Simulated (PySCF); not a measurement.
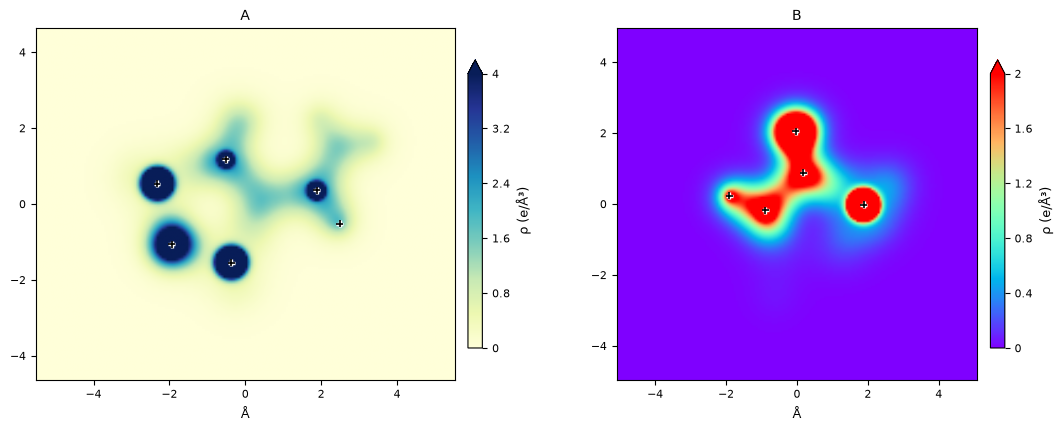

The electron density of 2 systems, each on a plane through atoms (crosses mark nuclei in the plane).

All numbers below come from PySCF, B3LYP/def2-SVPD, SCF density, gas phase.

System 1: C₃H₉NO₂Si₂, the plane of atoms Si4, O5 and Si6. Geometry: GFN2-xTB.

```xyz
17

N    -2.1962   -0.5862    1.3352
C    -1.6996    0.0541    0.1275
C    -0.1963    0.2922    0.2474
Si    0.6282    1.5207   -0.9610
O     2.1475    0.9023   -0.9332
Si    2.4594   -0.5587   -0.2471
C     0.6187   -0.9819    0.1496
O     0.1286   -2.0889    0.1905
H    -3.1953   -0.7472    1.2642
H    -1.7467   -1.4919    1.4329
H    -1.8886   -0.5324   -0.7880
H    -2.2148    1.0144    0.0216
H    -0.0011    0.6709    1.2588
H     0.7300    2.8768   -0.4422
H     0.1205    1.4113   -2.3243
H     3.0236   -1.4121   -1.2792
H     3.2753   -0.3315    0.9374
```

System 2: C₂H₅FO₂Si₂, the plane of atoms C2, C6 and H12. Geometry: GFN2-xTB.

```xyz
12

O    -0.7249    1.1010    2.0191
C    -0.5750    0.7665    0.8688
Si   -1.5619   -0.5852   -0.0946
O    -0.1871   -1.3932   -0.5361
Si    1.2923   -0.7172   -0.3700
C     0.6819    1.0599    0.0864
F     0.3264    1.6173   -1.1398
H    -2.2750   -1.4776    0.8005
H    -2.2172   -0.0990   -1.2961
H     1.9835   -1.3531    0.7407
H     1.9083   -0.6871   -1.6835
H     1.3500    1.7669    0.5785
```

Match each panel to its system.

Answer. Panel A is system 1, C₃H₉NO₂Si₂: the plane holds C, Si, O and H. Panel B is system 2, C₂H₅FO₂Si₂: the plane holds O, C, Si and H. C–O (1.21 Å): the density is about 3.3 e/Å³ at the midpoint.
